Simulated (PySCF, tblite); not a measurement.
**C₆H₁₀NSi radical: geometry, infrared bands and EPR parameters**

Wanted: the infrared bands and EPR parameters of C₆H₁₀NSi radical (`C=N[SiH2]C#CC[CH]C`), by calculation.

Computed with tblite 0.8.0 and PySCF 2.14.0, with density-fitted response routines of our own, on a single molecule in the gas phase. Atoms are numbered from 0 throughout.

### Step 1. The starting structure

18 atoms, charge 0, multiplicity 2; geometry from: force field or distance geometry start.

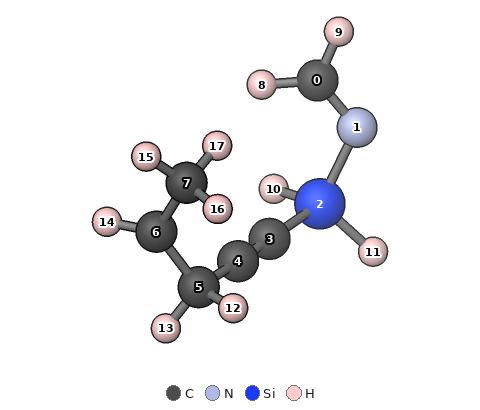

As it starts; carbon dark grey, nitrogen light blue, silicon blue, hydrogen pink, atoms numbered.

### Step 2. Relaxing the molecule with GFN2-xTB

What the job is given:

```
{"job": {"kind": "relax", "xc": "GFN2-xTB", "basis": "xTB"}, "charge": 0, "multiplicity": 2}
C      2.954700     1.173500    -0.249200
N      3.261500     0.285400     0.609100
Si     2.608000    -1.311700     0.363500
C      0.730900    -1.220300     0.331500
C     -0.469000    -1.153500     0.326700
C     -1.935800    -1.050500     0.296300
C     -2.347000     0.076500    -0.593400
C     -2.357200     1.475300    -0.074400
H      2.299200     1.011100    -1.126400
H      3.336400     2.198300    -0.125400
H      3.098700    -1.787200    -0.952100
H      3.083200    -2.208300     1.434800
H     -2.326300    -0.897800     1.321100
H     -2.362500    -1.983200    -0.078100
H     -2.466100    -0.099500    -1.650400
H     -2.959400     2.105800    -0.732000
H     -2.808400     1.522800     0.922100
H     -1.349500     1.869600    -0.035400
```

Started as:

```console
$ OMP_NUM_THREADS=1 python probes_run.py task.json out
```

This one command runs all jobs of the session in turn.

What it wrote:

```text
step      E/eV     max force
  0    -610.23380    1.781
  1    -610.25792    2.088
  2    -610.29383    0.771
  3    -610.30190    0.915
  4    -610.31416    0.373
  5    -610.32781    0.324
  6    -610.33656    0.351
  7    -610.34657    0.262
  8    -610.35660    0.245
  9    -610.36842    0.325
 10    -610.37716    0.304
 11    -610.38341    0.241
 12    -610.38898    0.202
 13    -610.39498    0.212
 14    -610.40001    0.168
 15    -610.40346    0.164
 16    -610.40667    0.166
 17    -610.41100    0.164
 18    -610.41548    0.184
 19    -610.41879    0.135
 20    -610.42059    0.073
 21    -610.42158    0.072
 22    -610.42238    0.072
 23    -610.42314    0.066
 24    -610.42375    0.043
 25    -610.42428    0.047
 26    -610.42480    0.057
 27    -610.42529    0.054
 28    -610.42571    0.042
 29    -610.42605    0.041
 30    -610.42638    0.042
 31    -610.42679    0.058
 32    -610.42738    0.088
 33    -610.42811    0.095
 34    -610.42884    0.067
 35    -610.42950    0.059
 36    -610.43014    0.059
 37    -610.43081    0.089
 38    -610.43144    0.078
 39    -610.43183    0.035
 40    -610.43202    0.027
 41    -610.43215    0.032
 42    -610.43231    0.048
 43    -610.43253    0.049
 44    -610.43278    0.034
 45    -610.43304    0.038
 46    -610.43335    0.044
 47    -610.43378    0.075
 48    -610.43436    0.090
 49    -610.43511    0.078
 50    -610.43607    0.072
 51    -610.43740    0.087
 52    -610.43923    0.104
 53    -610.44148    0.120
 54    -610.44330    0.193
 55    -610.42427    0.817
 56    -610.44679    0.112
 57    -610.44880    0.105
 58    -610.44905    0.609
 59    -610.45690    0.096
 60    -610.45944    0.109
 61    -610.45811    0.639
 62    -610.46564    0.118
 63    -610.46820    0.117
 64    -610.47058    0.529
 65    -610.47682    0.127
 66    -610.47852    0.076
 67    -610.48065    0.226
 68    -610.48262    0.127
 69    -610.48540    0.155
 70    -610.48853    0.115
 71    -610.49013    0.160
 72    -610.49144    0.141
 73    -610.49296    0.072
 74    -610.49391    0.077
 75    -610.49471    0.078
 76    -610.49549    0.059
 77    -610.49613    0.053
 78    -610.49666    0.048
 79    -610.49713    0.047
 80    -610.49760    0.039
 81    -610.49795    0.032
 82    -610.49814    0.028
 83    -610.49825    0.024
 84    -610.49835    0.030
 85    -610.49847    0.024
 86    -610.49859    0.026
 87    -610.49867    0.016
 88    -610.49871    0.014
 89    -610.49875    0.017
 90    -610.49882    0.025
 91    -610.49893    0.034
 92    -610.49906    0.029
 93    -610.49914    0.018
 94    -610.49919    0.020
 95    -610.49924    0.020
 96    -610.49931    0.025
 97    -610.49940    0.022
 98    -610.49948    0.027
 99    -610.49956    0.033
100    -610.49967    0.033
101    -610.49980    0.034
102    -610.49991    0.023
103    -610.49998    0.016
104    -610.50001    0.014
105    -610.50005    0.018
106    -610.50009    0.053
107    -610.50014    0.021
108    -610.50018    0.018
109    -610.50020    0.008
```

Wall time 1.3 s (1 thread of Arm Neoverse N1, shared host).

Relaxation path: (not every step is listed)

| step | energy from step 0 (eV) | largest force (eV/Å) |
| --- | --- | --- |
| 0 | 0.0000 | 1.7808 |
| 1 | -0.0241 | 2.0880 |
| 2 | -0.0600 | 0.7708 |
| 3 | -0.0681 | 0.9148 |
| 4 | -0.0804 | 0.3730 |
| 5 | -0.0940 | 0.3236 |
| 6 | -0.1028 | 0.3505 |
| 7 | -0.1128 | 0.2624 |
| 8 | -0.1228 | 0.2448 |
| 17 | -0.1772 | 0.1640 |
| 26 | -0.1910 | 0.0566 |
| 35 | -0.1957 | 0.0594 |
| 44 | -0.1990 | 0.0344 |
| 53 | -0.2077 | 0.1195 |
| 62 | -0.2318 | 0.1177 |
| 71 | -0.2563 | 0.1598 |
| 80 | -0.2638 | 0.0390 |
| 89 | -0.2649 | 0.0171 |
| 98 | -0.2657 | 0.0275 |
| 104 | -0.2662 | 0.0143 |
| 105 | -0.2663 | 0.0183 |
| 106 | -0.2663 | 0.0535 |
| 107 | -0.2663 | 0.0206 |
| 108 | -0.2664 | 0.0184 |
| 109 | -0.2664 | 0.0082 |

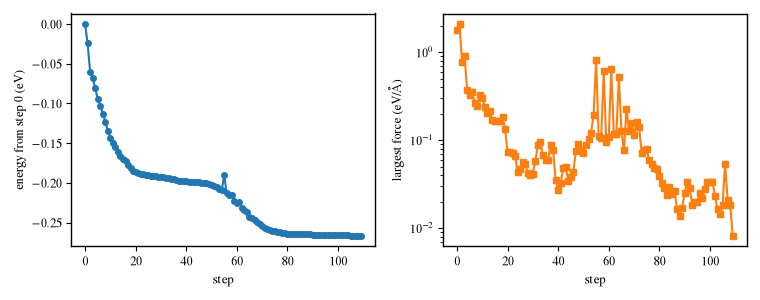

Energy and force, step by step.

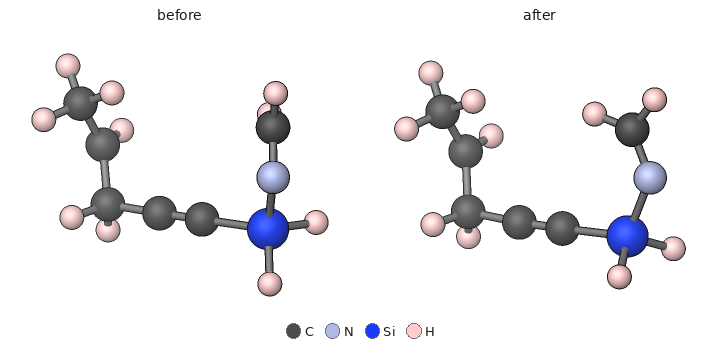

Before and after, at one scale.

Distances of close pairs at the start and the end, largest changes first:

| bond | before (Å) | after (Å) | change (Å) |
| --- | --- | --- | --- |
| Si2–C3 | 1.880 | 1.850 | -0.030 |
| C0–N1 | 1.273 | 1.245 | -0.028 |
| Si2–H10 | 1.482 | 1.463 | -0.020 |
| C7–H17 | 1.083 | 1.099 | +0.016 |
| C6–C7 | 1.492 | 1.477 | -0.015 |
| N1–Si2 | 1.743 | 1.730 | -0.013 |
| Si2–H11 | 1.476 | 1.463 | -0.013 |
| C5–H12 | 1.107 | 1.095 | -0.013 |

The final coordinates are the input of the step that follows.

### Step 3. Vibrational analysis with GFN2-xTB

What the job is given:

```
{"job": {"kind": "ir", "xc": "GFN2-xTB", "basis": "xTB"}, "charge": 0, "multiplicity": 2}
C      2.933055     1.284794    -0.262428
N      3.331332     0.133266    -0.008925
Si     2.529280    -1.368022     0.300251
C      0.680129    -1.313062     0.288644
C     -0.524471    -1.241304     0.300569
C     -1.976096    -1.093557     0.258246
C     -2.295451     0.067620    -0.611652
C     -2.317403     1.440801    -0.066998
H      1.880526     1.578701    -0.346669
H      3.659132     2.080466    -0.419229
H      3.004030    -2.237534    -0.776089
H      2.998773    -1.730081     1.637620
H     -2.343961    -0.936111     1.277171
H     -2.407600    -2.018555    -0.138352
H     -2.220752    -0.064612    -1.678296
H     -2.883193     2.107608    -0.716443
H     -2.752390     1.460017     0.932803
H     -1.303699     1.855882     0.018119
```

What it wrote:

```text
mode    cm-1     km/mol
  1     -15.6      0.32
  2      32.2      0.11
  3      49.5      0.67
  4      65.7      0.71
  5     104.2      2.50
  6     133.1      7.92
  7     160.0      9.39
  8     203.9      5.58
  9     293.3      4.31
 10     333.1     26.98
 11     364.2      4.42
 12     383.0     19.52
 13     422.8      3.97
 14     476.7     54.81
 15     532.8     96.81
 16     570.5      8.26
 17     632.3     38.16
 18     690.2     98.44
 19     744.7    315.91
 20     783.8    336.51
 21     884.3      1.14
 22     936.9      4.97
 23     992.2      0.62
 24    1001.2      6.77
 25    1063.5     19.64
 26    1075.9      3.62
 27    1146.7     20.79
 28    1171.8      5.62
 29    1189.3      4.16
 30    1245.4      0.34
 31    1333.9     28.73
 32    1395.9      7.30
 33    1429.0      1.08
 34    1455.2      0.74
 35    1470.7      3.15
 36    1475.8      3.19
 37    1775.2     96.19
 38    2245.8    423.51
 39    2253.5    278.17
 40    2292.0    166.67
 41    2844.4     67.14
 42    2864.9     24.47
 43    2926.0     30.93
 44    2935.4     32.70
 45    2957.5     75.05
 46    2995.0     29.86
 47    3010.7     34.11
 48    3102.0     48.38
```

It took 1 s on 1 thread of Arm Neoverse N1, shared host.

Which atoms move in the most intense modes:

| cm⁻¹ | km/mol | atoms |
| --- | --- | --- |
| 533 | 96.8 | H10 31 %, H11 28 %, Si2 12 %, H9 10 % |
| 690 | 98.4 | H11 38 %, H10 35 %, N1 13 % |
| 745 | 315.9 | H11 45 %, H10 45 % |
| 784 | 336.5 | Si2 43 %, N1 21 %, H11 11 %, H10 11 % |
| 1775 | 96.2 | N1 49 %, C0 49 % |
| 2246 | 423.5 | H10 49 %, H11 46 % |
| 2254 | 278.2 | H11 50 %, H10 47 % |
| 2292 | 166.7 | C4 51 %, C3 46 % |

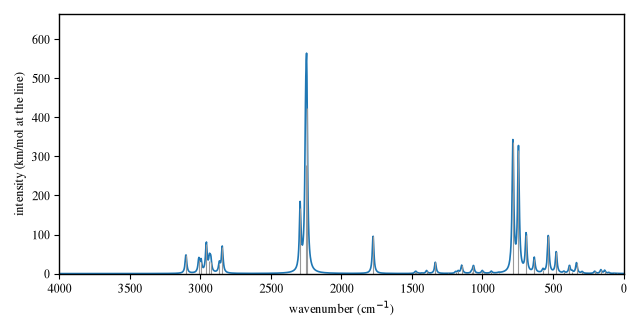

The infrared spectrum from these modes, unscaled. Lines are broadened to a width of 14 cm⁻¹ (Lorentzian).

### Step 4. EPR parameters: B3LYP/pcH-1

Settings changed since step 3:

```diff
@@ -1,2 +1,2 @@
-{"job": {"kind": "ir", "xc": "GFN2-xTB", "basis": "xTB"}, "charge": 0, "multiplicity": 2}
+{"job": {"kind": "epr", "basis": "pcH-1"}, "charge": 0, "multiplicity": 2}
 C      2.933055     1.284794    -0.262428
```

Method: UKS B3LYP, pcH-1 on C H N Si, non-relativistic, mean-field spin-orbit, GIAO.

What it wrote:

```text
UKS, coarse grid
  cycle   1  E = -578.72921038  |g| = 4.37e-01
  cycle   2  E = -578.63077729  |g| = 6.35e-01
  cycle   3  E = -578.80883575  |g| = 1.62e-01
  cycle   4  E = -578.82013963  |g| = 4.46e-02
  cycle   5  E = -578.82083301  |g| = 2.81e-02
  cycle   6  E = -578.82119245  |g| = 6.33e-03
  cycle   7  E = -578.82121365  |g| = 1.64e-03
  cycle   8  E = -578.82121476  |g| = 7.24e-04
UKS, final grid
  cycle   1  E = -578.82116833  |g| = 8.59e-04
  cycle   2  E = -578.82116780  |g| = 1.34e-03
  cycle   3  E = -578.82116864  |g| = 3.87e-04
  cycle   4  E = -578.82116871  |g| = 3.41e-05
  cycle   5  E = -578.82116871  |g| = 2.49e-05
E = -578.82116871 Eh   <S^2> = 0.7539 (exact 0.7500)
g shifts (ppm)      1          2          3
  rmc          -146       -146       -146
  gc              2         20         14
  oz_so         -14        491        744
  total        -158        365        612
hyperfine (MHz)  atom isotope    a_iso     a_fc   dipolar eigenvalues
    0   13C       0.20       0.20     -0.20     -0.09      0.29
    1   14N       0.12       0.12     -0.13     -0.12      0.25
    2  29Si       0.61       0.62     -0.36      0.09      0.26
    3   13C       8.29       8.30     -4.49     -2.14      6.63
    4   13C      95.01      95.02     -5.80     -2.75      8.55
    5   13C     -24.71     -24.72     -2.29     -0.03      2.32
    6   13C     111.95     112.05    -81.49    -80.71    162.20
    7   13C     -31.42     -31.43     -2.24     -0.37      2.62
    8    1H       0.05       0.06     -1.05     -0.75      1.80
    9    1H       0.09       0.09     -0.37     -0.30      0.67
   10    1H      -0.20      -0.20     -0.51     -0.46      0.97
   11    1H       1.21       1.21     -0.49     -0.41      0.90
   12    1H      20.78      20.78     -5.09     -4.26      9.35
   13    1H      42.02      42.02     -5.22     -4.59      9.81
   14    1H     -58.13     -58.15    -38.17     -1.15     39.32
   15    1H      36.10      36.10     -5.00     -4.52      9.52
   16    1H      36.94      36.93     -4.83     -4.38      9.21
   17    1H     156.04     156.04     -5.21     -2.96      8.17
```

Run time: 2.8 min. Hardware: 1 thread of Arm Neoverse N1, shared host; peak memory 1.1 GiB.

Principal g values 2.00216, 2.00268, 2.00293; g(iso) = 2.00259, against 2.00232 for a free electron.

Hyperfine couplings; where a row names several nuclei, a(iso) is their mean (it holds for fast rotation or exchange) and the dipolar term the largest among them:

| nuclei | isotope | a(iso) (MHz) | a(iso) (G, at g = 2.0023) | largest dipolar term (MHz) |
| --- | --- | --- | --- | --- |
| C6 | 13C | 111.9 | 39.9 | 162.2 |
| C4 | 13C | 95.0 | 33.9 | 8.5 |
| H15, H16, H17 | 1H | 76.4 | 27.2 | 9.5 |
| H14 | 1H | -58.1 | -20.7 | 39.3 |
| C7 | 13C | -31.4 | -11.2 | 2.6 |
| H12, H13 | 1H | 31.4 | 11.2 | 9.8 |
| C5 | 13C | -24.7 | -8.8 | 2.3 |
| C3 | 13C | 8.3 | 3.0 | 6.6 |
| Si2 | 29Si | 0.6 | 0.2 | -0.4 |
| H10, H11 | 1H | 0.5 | 0.2 | 1.0 |
| C0 | 13C | 0.2 | 0.1 | 0.3 |
| N1 | 14N | 0.1 | 0.0 | 0.2 |
| H9 | 1H | 0.1 | 0.0 | 0.7 |
| H8 | 1H | 0.1 | 0.0 | 1.8 |

Mulliken spin populations:

C0 0.00; N1 0.00; Si2 0.00; C3 0.04; C4 0.02; C5 -0.07; C6 1.01; C7 -0.08; H8 0.00; H9 0.00; H10 0.00; H11 0.00; H12 0.01; H13 0.02; H14 -0.04; H15 0.01; H16 0.01; H17 0.07

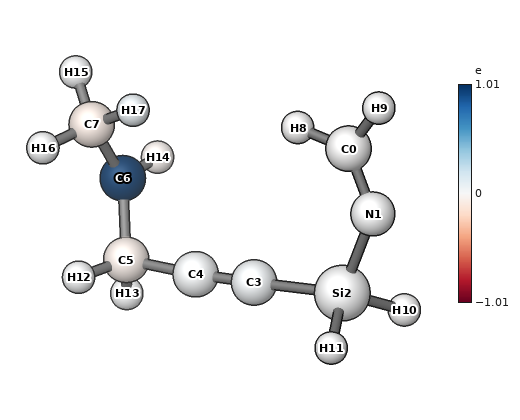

Mulliken spin populations, as colours on the atoms.

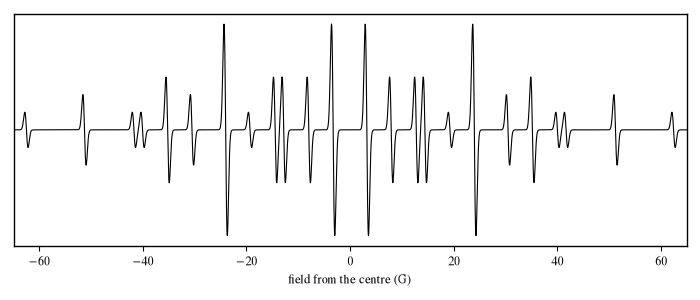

First-order isotropic spectrum (first derivative, main isotopes with spin only, couplings over 0.8 MHz, Gaussian width 0.3 G; couplings of the frozen geometry, rotation of groups not averaged beyond the rows shown).

Orbitals, density, ELF and potential are computed afterwards from the orbital file.

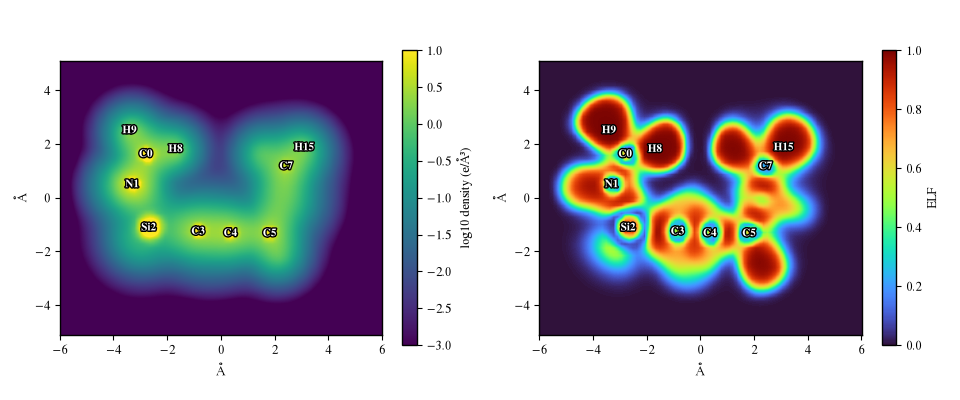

Density (left) and ELF (right) in a plane through or near 10 of the atoms.

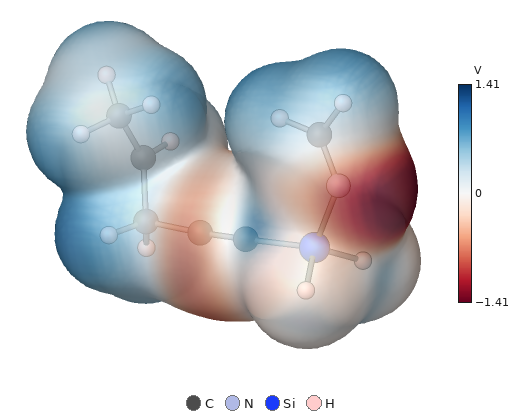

Electrostatic potential on the surface of density 0.002 e/bohr³; red is low, blue high. It runs from -1.41 V near N1 to 0.93 V near H12.

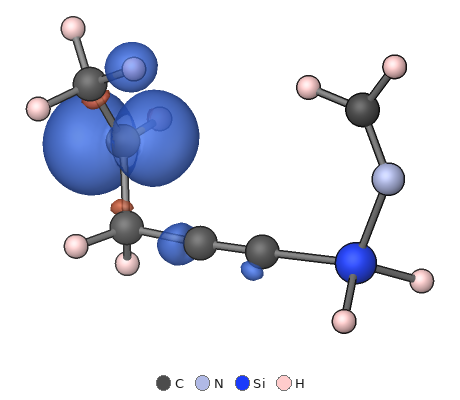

Spin density at ±0.04 e/Å³ (alpha excess blue, beta excess red).

### Step 5. What came out

| quantity | value |
| --- | --- |
| strongest single infrared mode (GFN2-xTB) | 2246 cm⁻¹, 424 km/mol |
| zero-point energy (GFN2-xTB) | 83.6 kcal/mol |
| g(iso) (B3LYP) | 2.00259 |
| ⟨S²⟩ | 0.754 (exact 0.75) |
| largest a(iso) (averaged by class) | 13C on C6, 111.9 MHz |
| potential on the surface of density 0.002 e/bohr³, 1st and 99th percentile | -1.41 V and 0.93 V |

What this shows: The optimisation took 109 steps and gained 0.266 eV; among the close pairs (by a distance rule), Si2–C3 changed most, from 1.880 to 1.850 Å. The lowest mode is slightly imaginary (16i cm⁻¹), a soft motion within the noise of the Hessian, so the minimum is not strictly shown. The strongest single mode, at 2246 cm⁻¹, moves mainly H10 and H11. Unscaled tight-binding wavenumbers are off by several per cent, some by more. Its intensities can rank the bands wrongly. C6 carries the largest spin population, 1.01 e. The isotropic g lies 0.3 ppt above the free-electron value. These values are for one conformer; the search (at its own cheap level) found 2 more, at 0.47, 1.51 kcal/mol, and measured spectra average over such forms.
